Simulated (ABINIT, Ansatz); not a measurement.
# Quasiparticle gap of MgZrF6 (Fm-3m) in ABINIT, part 2 of 3

How does a plane-wave GW calculation on MgZrF6 (Fm-3m) run from the first input to the gap?

ABINIT 10.8.3; LDA and many-body steps on it, plane waves. Known limits of the many-body steps: not at the basis limit; no spin-orbit coupling; coarse k mesh.

So far. Step 2 (Ground state): The gap is direct, at Γ.

## 3. Bands along the symmetry lines

Level of this step: DFT, LDA, plane waves, norm-conserving pseudopotentials (ABINIT).

The cheap functional maps the bands first; the places of the edges decide which points the dearer methods must see.

run.abi

```
acell 3*1.0 Angstrom
rprim 
  0.000000000000 3.988016550000 3.988016550000
  3.988016550000 0.000000000000 3.988016550000
  3.988016550000 3.988016550000 -0.000000000000
ntypat 3
znucl 12 40 9
natom 8
typat 1 2 3 3 3 3 3 3
xred 
  0.500000000000 0.500000000000 0.500000000000
  0.000000000000 0.000000000000 0.000000000000
  0.747623080000 0.252376920000 0.252376920000
  0.252376920000 0.747623080000 0.747623080000
  0.252376920000 0.747623080000 0.252376920000
  0.747623080000 0.252376920000 0.747623080000
  0.252376920000 0.252376920000 0.747623080000
  0.747623080000 0.747623080000 0.252376920000
pp_dirpath "pseudos"
pseudos "Mg.upf, Zr.upf, F.upf"
ecut 38
iscf -2
irdden 1
kptopt 0
nkpt 26
kpt 
  0.00000000 0.00000000 0.00000000
  0.12500000 0.00000000 0.12500000
  0.25000000 0.00000000 0.25000000
  0.37500000 0.00000000 0.37500000
  0.50000000 0.00000000 0.50000000
  0.53125000 0.06250000 0.53125000
  0.56250000 0.12500000 0.56250000
  0.59375000 0.18750000 0.59375000
  0.62500000 0.25000000 0.62500000
  0.37500000 0.37500000 0.75000000
  0.28125000 0.28125000 0.56250000
  0.18750000 0.18750000 0.37500000
  0.09375000 0.09375000 0.18750000
  0.00000000 0.00000000 0.00000000
  0.12500000 0.12500000 0.12500000
  0.25000000 0.25000000 0.25000000
  0.37500000 0.37500000 0.37500000
  0.50000000 0.50000000 0.50000000
  0.50000000 0.43750000 0.56250000
  0.50000000 0.37500000 0.62500000
  0.50000000 0.31250000 0.68750000
  0.50000000 0.25000000 0.75000000
  0.50000000 0.18750000 0.68750000
  0.50000000 0.12500000 0.62500000
  0.50000000 0.06250000 0.56250000
  0.50000000 0.00000000 0.50000000
istwfk *1
nband 39
nbdbuf 2
tolwfr 1e-08
nstep 40
prtwf 0
prtvol 0
indata_prefix "in"
outdata_prefix "out"
tmpdata_prefix "tmp"
```

Command:

```bash
> OMP_NUM_THREADS=1 mpirun -n 4 abinit run.abi > log
```

Numbers of over 12 decimals in the logs are rounded to 6 here.

The log of the run:

```text
.Version 10.8.3 of ABINIT. v10.8.2 released Aug 2026.

 Symmetries : space group Fm -3 m (#225); Bravais cF (face-center cubic)
[... echo of the input left out ...]
== DATASET  1 ==================================================================
-   mpi_nproc: 4, omp_nthreads: 1 (-1 if OMP is not activated)

--- !DatasetInfo
iteration_state: {dtset: 1, }
dimensions: {natom: 8, nkpt: 26, mband: 39, nsppol: 1, nspinor: 1, nspden: 1, mpw: 9620, }
cutoff_energies: {ecut:  38.0, pawecutdg:  -1.0, }
electrons: {nelect:   6.40000000E+01, charge:   0.00000000E+00, occopt:   1.00000000E+00, tsmear:   1.00000000E-02, }

 Real(R)+Recip(G) space primitive vectors, cartesian coordinates (Bohr,Bohr^-1):
 R(1)=  0.0000000  7.5362591  7.5362591  G(1)= -0.0663459  0.0663459  0.0663459
 R(2)=  7.5362591  0.0000000  7.5362591  G(2)=  0.0663459 -0.0663459  0.0663459
 R(3)=  7.5362591  7.5362591  0.0000000  G(3)=  0.0663459  0.0663459 -0.0663459
 Unit cell volume ucvol=  8.5604669E+02 bohr^3
 Angles (23,13,12)=  6.00000000E+01  6.00000000E+01  6.00000000E+01 degrees

 getcut: wavevector=  0.0000  0.0000  0.0000  ngfft=  60  60  60
         ecut(hartree)=     38.000   => boxcut(ratio)=   2.02873

--- Pseudopotential description ------------------------------------------------
- Mg Generated using ONCVPSP code by D. R. Hamann
- 12.00000  10.00000  180309                  znucl, zion, pspdat
12 -1012 1 -1 1510                            pspcod,pspxc,lmax,lloc,mmax
     nproj     2     2     0
  pspatm : epsatm=    9.23542517
         --- l  ekb(1:nproj) -->
             0    2.239033   -0.828749
             1   -6.545315   -2.523783
 pspatm: atomic psp has been read  and splines computed

- Zr Generated using ONCVPSP code by D. R. Hamann
- 40.00000  12.00000  180309                  znucl, zion, pspdat
12 -1012 2 -1 1584                            pspcod,pspxc,lmax,lloc,mmax
     nproj     2     2     2
  pspatm : epsatm=   18.87515418
         --- l  ekb(1:nproj) -->
             0   10.575223    0.893982
[...]
pspatm: atomic psp has been read  and splines computed

- F Generated using ONCVPSP code by D. R. Hamann
-  9.00000   7.00000  201202                  znucl, zion, pspdat
12 -1012 2 -1 824                             pspcod,pspxc,lmax,lloc,mmax
     nproj     2     2     1
  pspatm : epsatm=    4.94580260
         --- l  ekb(1:nproj) -->
[...]
2   -2.364936
 pspatm: atomic psp has been read  and splines computed

--------------------------------------------------------------------------------

================================================================================
 prteigrs : about to open file out_EIG
 Non-SCF case, kpt    1 (  0.00000  0.00000  0.00000), residuals and eigenvalues=
  6.83E-09  4.98E-09  2.47E-09  5.13E-09  7.65E-09  1.62E-09  4.61E-09  6.15E-09
[...]
--- !ResultsGS
iteration_state: {dtset: 1, }
comment   : Summary of ground state results
lattice_vectors:
- [  0.0000000,   7.5362591,   7.5362591, ]
- [  7.5362591,   0.0000000,   7.5362591, ]
- [  7.5362591,   7.5362591,  -0.0000000, ]
lattice_lengths: [  10.65788,   10.65788,   10.65788, ]
lattice_angles: [ 60.000,  60.000,  60.000, ] # degrees, (23, 13, 12)
lattice_volume:   8.5604669E+02
convergence: {deltae:  0.000E+00, res2:  0.000E+00, residm:  9.950E-09, diffor:  0.000E+00, }
etotal    :  -2.57994544E+02
entropy   :   0.00000000E+00
fermie    :  -8.82849994E-02
cartesian_stress_tensor: null
pressure_GPa: null
xred      :
- [  5.0000E-01,   5.0000E-01,   5.0000E-01, Mg]
- [  0.0000E+00,   0.0000E+00,   0.0000E+00, Zr]
- [  7.4762E-01,   2.5238E-01,   2.5238E-01,  F]
- [  2.5238E-01,   7.4762E-01,   7.4762E-01,  F]
- [  2.5238E-01,   7.4762E-01,   2.5238E-01,  F]
- [  7.4762E-01,   2.5238E-01,   7.4762E-01,  F]
- [  2.5238E-01,   2.5238E-01,   7.4762E-01,  F]
- [  7.4762E-01,   7.4762E-01,   2.5238E-01,  F]
cartesian_forces: null
force_length_stats: {min: null, max: null, mean: null, }

 Integrated electronic density in atomic spheres:
 ------------------------------------------------
 Atom  Sphere_radius  Integrated_density
[...]
================================================================================

 ----iterations are completed or convergence reached----

 Mean square residual over all n,k,spin=   52.177E-10; max=  99.496E-10
 reduced coordinates (array xred) for    8 atoms
[...]
0.252376920000      0.252376920000      0.747623080000
       0.747623080000      0.747623080000      0.252376920000

 cartesian coordinates (angstrom) at end:
    1      3.988017     3.988017     3.988017
    2      0.000000     0.000000     0.000000
    3      2.012967     3.988017     3.988017
[...]
7      3.988017     3.988017     2.012967
    8      3.988017     3.988017     5.963066
 length scales=  1.889726125908  1.889726125908  1.889726125908 bohr
              =  1.000000000000  1.000000000000  1.000000000000 angstroms
 prteigrs : about to open file out_EIG
 Eigenvalues (hartree) for nkpt=  26  k points:
 kpt#   1, nband= 39, wtk=  1.00000, kpt=  0.0000  0.0000  0.0000 (reduced coord)
[...]
kpt#   2, nband= 39, wtk=  1.00000, kpt=  0.1250  0.0000  0.1250 (reduced coord)
[...]
kpt#   3, nband= 39, wtk=  1.00000, kpt=  0.2500  0.0000  0.2500 (reduced coord)
[...]
kpt#  25, nband= 39, wtk=  1.00000, kpt=  0.5000  0.0625  0.5625 (reduced coord)
[...]
0.16353    0.17134    0.17165    0.25332    0.28700    0.31291    0.33824
 kpt#  26, nband= 39, wtk=  1.00000, kpt=  0.5000  0.0000  0.5000 (reduced coord)
[...]
-0.17735   -0.17616   -0.15643   -0.15643   -0.15465   -0.14248   -0.14248   -0.12833
  -0.12320   -0.12320   -0.12045   -0.12045   -0.11562   -0.10983   -0.10983   -0.08847
   0.16319    0.17165    0.17165    0.25166    0.28585    0.31330    0.33583

== END DATASET(S) ==============================================================
================================================================================

 -outvars: echo values of variables after computation  --------
            nband          39
             nkpt          26
          spgroup         225
 [... the other variables as echoed above ...]

 Calculation completed.
```

Wall time 56 s (4 MPI ranks of Arm Neoverse V2, shared host); peak memory 0.48 GiB.

Numbers from this step:

- gap: 6.824 eV
- k of the valence top: 0, 0, 0
- k of the conduction bottom: 0, 0, 0
- least direct gap: 6.824 eV

The gap is 6.824 eV, as in the run before at this level.

The electronic bands at the labelled points (eV, zero at the top of the highest filled band):

| point | band 29 | band 30 | band 31 | band 32 | band 33 | band 34 | band 35 | band 36 |
| --- | --- | --- | --- | --- | --- | --- | --- | --- |
| Γ | -0.61 | 0.00 | 0.00 | 0.00 | 6.82 | 6.82 | 6.82 | 7.48 |
| X | -0.74 | -0.59 | -0.59 | 0.00 | 6.84 | 7.07 | 7.07 | 9.25 |
| U | -0.63 | -0.56 | -0.48 | -0.12 | 6.90 | 7.03 | 7.05 | 9.57 |
| jump to K | -0.63 | -0.56 | -0.48 | -0.12 | 6.90 | 7.03 | 7.05 | 9.57 |
| Γ | -0.61 | 0.00 | 0.00 | 0.00 | 6.82 | 6.82 | 6.82 | 7.48 |
| L | -0.44 | -0.44 | -0.34 | -0.29 | 6.88 | 6.98 | 6.98 | 9.67 |
| W | -0.79 | -0.79 | -0.25 | -0.25 | 6.96 | 6.96 | 7.07 | 9.64 |
| X | -0.74 | -0.59 | -0.59 | 0.00 | 6.84 | 7.07 | 7.07 | 9.25 |

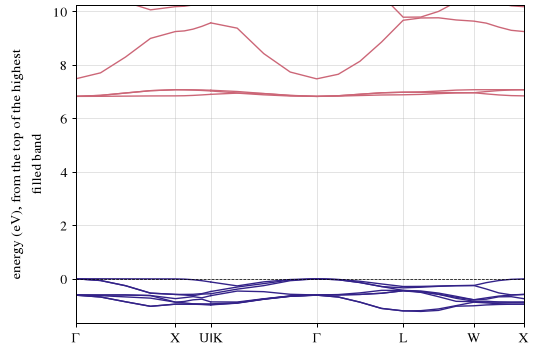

Electronic bands along the path; lines of filled and empty bands in two colours.

## 4. Empty states on the mesh, 2×2×2 mesh, 102 bands

The sums over transitions need many empty states on a uniform mesh; this step solves for them.

run.abi

```
acell 3*1.0 Angstrom
rprim 
  0.000000000000 3.988016550000 3.988016550000
  3.988016550000 0.000000000000 3.988016550000
  3.988016550000 3.988016550000 -0.000000000000
ntypat 3
znucl 12 40 9
natom 8
typat 1 2 3 3 3 3 3 3
xred 
  0.500000000000 0.500000000000 0.500000000000
  0.000000000000 0.000000000000 0.000000000000
  0.747623080000 0.252376920000 0.252376920000
  0.252376920000 0.747623080000 0.747623080000
  0.252376920000 0.747623080000 0.252376920000
  0.747623080000 0.252376920000 0.747623080000
  0.252376920000 0.252376920000 0.747623080000
  0.747623080000 0.747623080000 0.252376920000
pp_dirpath "pseudos"
pseudos "Mg.upf, Zr.upf, F.upf"
ecut 38
ngkpt 2 2 2
nshiftk 1
shiftk 0 0 0
kptopt 1
chksymbreak 0
iscf -2
irdden 1
istwfk *1
nband 102
nbdbuf 8
tolwfr 1e-09
nstep 60
prtvol 0
indata_prefix "in"
outdata_prefix "out"
tmpdata_prefix "tmp"
```

The log of the run:

```text
.Version 10.8.3 of ABINIT. v10.8.2 released Aug 2026.

 Symmetries : space group Fm -3 m (#225); Bravais cF (face-center cubic)
[... echo of the input left out ...]
== DATASET  1 ==================================================================
-   mpi_nproc: 4, omp_nthreads: 1 (-1 if OMP is not activated)
-    --> not optimal distribution: autoparal keyword recommended in input file <--

--- !DatasetInfo
iteration_state: {dtset: 1, }
dimensions: {natom: 8, nkpt: 3, mband: 102, nsppol: 1, nspinor: 1, nspden: 1, mpw: 9608, }
cutoff_energies: {ecut:  38.0, pawecutdg:  -1.0, }
electrons: {nelect:   6.40000000E+01, charge:   0.00000000E+00, occopt:   1.00000000E+00, tsmear:   1.00000000E-02, }

 Real(R)+Recip(G) space primitive vectors, cartesian coordinates (Bohr,Bohr^-1):
 R(1)=  0.0000000  7.5362591  7.5362591  G(1)= -0.0663459  0.0663459  0.0663459
 R(2)=  7.5362591  0.0000000  7.5362591  G(2)=  0.0663459 -0.0663459  0.0663459
 R(3)=  7.5362591  7.5362591  0.0000000  G(3)=  0.0663459  0.0663459 -0.0663459
 Unit cell volume ucvol=  8.5604669E+02 bohr^3
 Angles (23,13,12)=  6.00000000E+01  6.00000000E+01  6.00000000E+01 degrees

 getcut: wavevector=  0.0000  0.0000  0.0000  ngfft=  60  60  60
         ecut(hartree)=     38.000   => boxcut(ratio)=   2.02873

--- Pseudopotential description ------------------------------------------------
- Mg Generated using ONCVPSP code by D. R. Hamann
- 12.00000  10.00000  180309                  znucl, zion, pspdat
12 -1012 1 -1 1510                            pspcod,pspxc,lmax,lloc,mmax
     nproj     2     2     0
  pspatm : epsatm=    9.23542517
         --- l  ekb(1:nproj) -->
             0    2.239033   -0.828749
             1   -6.545315   -2.523783
 pspatm: atomic psp has been read  and splines computed

- Zr Generated using ONCVPSP code by D. R. Hamann
- 40.00000  12.00000  180309                  znucl, zion, pspdat
12 -1012 2 -1 1584                            pspcod,pspxc,lmax,lloc,mmax
     nproj     2     2     2
  pspatm : epsatm=   18.87515418
         --- l  ekb(1:nproj) -->
             0   10.575223    0.893982
[...]
pspatm: atomic psp has been read  and splines computed

- F Generated using ONCVPSP code by D. R. Hamann
-  9.00000   7.00000  201202                  znucl, zion, pspdat
12 -1012 2 -1 824                             pspcod,pspxc,lmax,lloc,mmax
     nproj     2     2     1
  pspatm : epsatm=    4.94580260
         --- l  ekb(1:nproj) -->
[...]
2   -2.364936
 pspatm: atomic psp has been read  and splines computed

--------------------------------------------------------------------------------

================================================================================
 prteigrs : about to open file out_EIG
 Non-SCF case, kpt    1 (  0.00000  0.00000  0.00000), residuals and eigenvalues=
[...]
3.03E-10  5.78E-10  6.01E-10  2.75E-10  6.23E-10  7.14E-10  4.97E-10  3.46E-10
  7.41E-10  1.57E-10  1.84E-10  4.73E-10  2.20E-10  3.65E-10  6.48E-10  1.11E-10
[...]
2.89E-10  9.55E-10  2.61E-10  7.48E-10  2.08E-05  7.42E-05
 -2.6471E+00 -1.7759E+00 -1.4505E+00 -1.4505E+00 -1.4505E+00 -9.9025E-01
 -9.9025E-01 -9.9025E-01 -8.1330E-01 -8.0030E-01 -8.0030E-01 -7.7156E-01
[...]
1.2695E+00  1.2695E+00  1.2914E+00  1.2914E+00  1.4406E+00  1.4413E+00
 prteigrs : prtvol=0 or 1, do not print more k-points.

--- !ResultsGS
iteration_state: {dtset: 1, }
comment   : Summary of ground state results
lattice_vectors:
- [  0.0000000,   7.5362591,   7.5362591, ]
- [  7.5362591,   0.0000000,   7.5362591, ]
- [  7.5362591,   7.5362591,  -0.0000000, ]
lattice_lengths: [  10.65788,   10.65788,   10.65788, ]
lattice_angles: [ 60.000,  60.000,  60.000, ] # degrees, (23, 13, 12)
lattice_volume:   8.5604669E+02
convergence: {deltae:  0.000E+00, res2:  0.000E+00, residm:  9.952E-10, diffor:  0.000E+00, }
etotal    :  -2.57994544E+02
entropy   :   0.00000000E+00
fermie    :  -8.82849994E-02
cartesian_stress_tensor: null
pressure_GPa: null
xred      :
- [  5.0000E-01,   5.0000E-01,   5.0000E-01, Mg]
- [  0.0000E+00,   0.0000E+00,   0.0000E+00, Zr]
- [  7.4762E-01,   2.5238E-01,   2.5238E-01,  F]
- [  2.5238E-01,   7.4762E-01,   7.4762E-01,  F]
- [  2.5238E-01,   7.4762E-01,   2.5238E-01,  F]
- [  7.4762E-01,   2.5238E-01,   7.4762E-01,  F]
- [  2.5238E-01,   2.5238E-01,   7.4762E-01,  F]
- [  7.4762E-01,   7.4762E-01,   2.5238E-01,  F]
cartesian_forces: null
force_length_stats: {min: null, max: null, mean: null, }

 Integrated electronic density in atomic spheres:
 ------------------------------------------------
 Atom  Sphere_radius  Integrated_density
[...]
================================================================================

 ----iterations are completed or convergence reached----

 Mean square residual over all n,k,spin=   48.379E-11; max=  99.524E-11
 reduced coordinates (array xred) for    8 atoms
[...]
0.252376920000      0.252376920000      0.747623080000
       0.747623080000      0.747623080000      0.252376920000

 cartesian coordinates (angstrom) at end:
    1      3.988017     3.988017     3.988017
    2      0.000000     0.000000     0.000000
    3      2.012967     3.988017     3.988017
[...]
7      3.988017     3.988017     2.012967
    8      3.988017     3.988017     5.963066
 length scales=  1.889726125908  1.889726125908  1.889726125908 bohr
              =  1.000000000000  1.000000000000  1.000000000000 angstroms
 prteigrs : about to open file out_EIG
 Eigenvalues (hartree) for nkpt=   3  k points:
 kpt#   1, nband=102, wtk=  0.12500, kpt=  0.0000  0.0000  0.0000 (reduced coord)
[...]
1.15206    1.15206    1.15206    1.15565    1.15565    1.15565    1.20070    1.21027
   1.21027    1.21027    1.22298    1.22298    1.26471    1.26471    1.26471    1.26945
   1.26945    1.26945    1.29145    1.29145    1.44060    1.44129
 prteigrs : prtvol=0 or 1, do not print more k-points.

== END DATASET(S) ==============================================================
================================================================================

 -outvars: echo values of variables after computation  --------
            nband         102
             nkpt           3
          spgroup         225
 [... the other variables as echoed above ...]

 Calculation completed.
```

Run time: 29 s. Hardware: 4 MPI ranks; peak memory 0.4 GiB; 1.9 min of CPU time.

Numbers from this step:

```yaml
gap: 6.824 eV
k_of_the_valence_top: 0, 0, 0
k_of_the_conduction_bottom: 0, 0, 0
least_direct_gap: 6.824 eV
k_points_computed: 3
lowest_point_of_the_top_converged_band_above_the_valence_top: 36.82 eV
```

On this mesh the gap is 6.824 eV.

## 5. Screening, 2×2×2 mesh, 94 bands, screening to 98 eV

The RPA dielectric matrix is built and inverted for each q.

This step: RPA screening on LDA, plane waves, norm-conserving pseudopotentials.

run.abi, as its differences from that of step 4:

```diff
@@ -26,10 +26,11 @@
 chksymbreak 0
-iscf -2
-irdden 1
 istwfk *1
-nband 102
-nbdbuf 8
-tolwfr 1e-09
-nstep 60
-prtvol 0
+occopt 1
+irdwfk 1
+optdriver 3
+nband 94
+ecuteps 3.6
+inclvkb 2
+awtr 1
+symchi 1
 indata_prefix "in"
```

The log of the run:

```text
.Version 10.8.3 of ABINIT. v10.8.2 released Aug 2026.

 Symmetries : space group Fm -3 m (#225); Bravais cF (face-center cubic)
[... echo of the input left out ...]
== DATASET  1 ==================================================================
-   mpi_nproc: 4, omp_nthreads: 1 (-1 if OMP is not activated)

--- !DatasetInfo
iteration_state: {dtset: 1, }
dimensions: {natom: 8, nkpt: 3, mband: 94, nsppol: 1, nspinor: 1, nspden: 1, mpw: 9608, }
cutoff_energies: {ecut:  38.0, pawecutdg:  -1.0, }
electrons: {nelect:   6.40000000E+01, charge:   0.00000000E+00, occopt:   1.00000000E+00, tsmear:   1.00000000E-02, }

 SCREENING: Calculation of the susceptibility and dielectric matrices

 Based on a program developped by R.W. Godby, V. Olevano, G. Onida, and L. Reining.
 Incorporated in ABINIT by V. Olevano, G.-M. Rignanese, and M. Torrent.
.Using double precision arithmetic ; gwpc =  8

[... cell and pseudopotentials left out ...]
--------------------------------------------------------------------------------

 ==== K-mesh for the wavefunctions ====
 Number of points in the irreducible wedge :     3
[... list of points left out ...]
 Together with 48 symmetry operations and time-reversal symmetry
 yields     8 points in the full Brillouin Zone.

 ==== Q-mesh for the screening function ====
 Number of points in the irreducible wedge :     3
[... list of points left out ...]
 Together with 48 symmetry operations and time-reversal symmetry
 yields     8 points in the full Brillouin Zone.

 setmesh: FFT mesh size selected  =    40x   40x   40
          total number of points  =        64000

 vcoul_init : cutoff-mode = AUXILIARY_FUNCTION
 q-points for optical limit:   1
     1)      0.000010    0.000020    0.000030

- screening: taking advantage of time-reversal symmetry
- Maximum band index for partially occupied states nbvw = 32
- Remaining bands to be divided among processors   nbcw = 62
- Number of bands treated by each node ~15

 Number of electrons calculated from density =   64.0000; Expected =   64.0000
 average of density, n =  0.074762
 r_s =    1.4726
 omega_plasma =   26.3753 [eV]

 calculating chi0 at frequencies [eV] :
  1    0.000000E+00    0.000000E+00
  2    0.000000E+00    2.637527E+01

--------------------------------------------------------------------------------
  q-point number  1        q = ( 0.000000, 0.000000, 0.000000) [r.l.u.]
--------------------------------------------------------------------------------
[... chi0 elements left out ...]
 For q-point:  0.000010 0.000020 0.000030
  dielectric constant =   1.9860
  dielectric constant without local fields =   2.1760

  Average fulfillment of the sum rule on Im[epsilon] for q-point    1 :     30.55  [%]
[... wings left out ...]
  q-point number  2        q = ( 0.500000, 0.000000, 0.000000) [r.l.u.]
--------------------------------------------------------------------------------
[... chi0 elements left out ...]
  Average fulfillment of the sum rule on Im[epsilon] for q-point    2 :     36.33  [%]

 [... 1 further q-points ...]
```

Wall time 17 s (4 MPI ranks); peak memory 1.4 GiB; 69 s of CPU time.

This step gave:

- ε∞ with local fields, on this mesh, along the program's q direction: 1.986
- the same without local fields: 2.176
- plasma frequency: 26.38 eV
- plane waves in the screening matrix: 283

Local fields lower ε∞ by 9 %. On a Γ-centred mesh this coarse the value itself is usually too large, while a short band sum pulls it down.

(Continued in part 3 of 3.)

[Paths, hosts, dates, memory and timing lines, banners, echoed tables and standing remarks are left out of the program output.]

[Logs are printed without paths, hosts, clocks, repeated set-up lines and the standing remarks that a program may print on its own settings, such as how far it seeks lower states.]

[Runs of the session that timed out or met a known fault of the program may be left out.]

[Hosts, paths, dates, database ids (printed as entryN), source tags and the programs' standing remarks are cut or masked in the printed files.]

[G0W0 gaps are taken among the corrected bands and points alone; a level outside them can change the order at an edge.]

[Where Ansatz stands beside ABINIT at settings called matched, ABINIT's density can come from a denser mesh and the files from another edition; pairs whose starting gaps differed by over 0.03 eV were left out, so agreement reads better than it is.]
